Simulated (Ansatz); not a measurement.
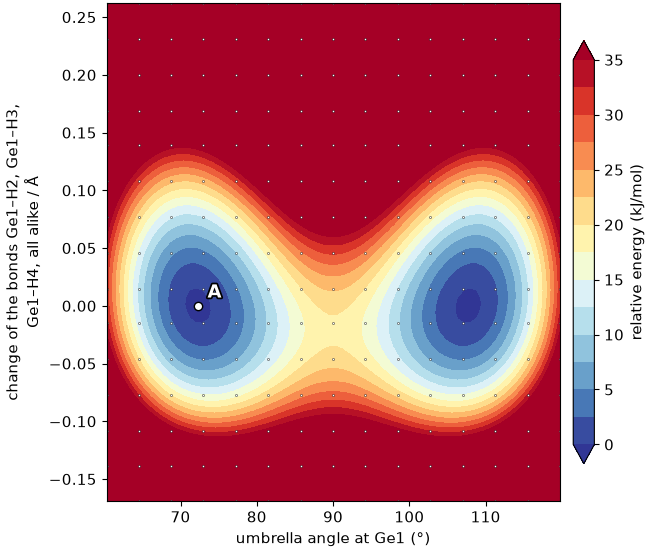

GeH3, SMILES [GeH3], spin multiplicity 2. Coordinates scanned: (1) umbrella angle at Ge1 (between each of its bonds and their common axis; 90 is planar); (2) change of the bonds Ge1–H2, Ge1–H3, Ge1–H4, all alike. Nothing is relaxed (all other coordinates rigid). The grid has 15 × 15 points; 120 points were computed and 105 follow by symmetry. Points are written as (first, second). Energies: kJ/mol, counted from the lowest grid point. Method: UKS PBE0-D4/def2-TZVP in Ansatz.

The picture shows filled contours, dots at the grid points, one colour for all values above the top of the scale, the well A. Between grid points the surface is interpolated.

Q: Estimate the position of the minimum and the force constants in these coordinates. Take the well at A.

A: The interpolated minimum is at the first coordinate ≈ 72.3°, the second coordinate ≈ 0.000 Å. The curvatures there are about 13 eV/rad² and 49 eV/Å², with a cross term of about 4.1 eV/(rad·Å). Round the minimum the valley is somewhat tilted: raising the first coordinate shifts the best value of the second coordinate downwards (coupling k₁₂/√(k₁₁k₂₂) about 0.2). (1 eV is 96.5 kJ/mol.)
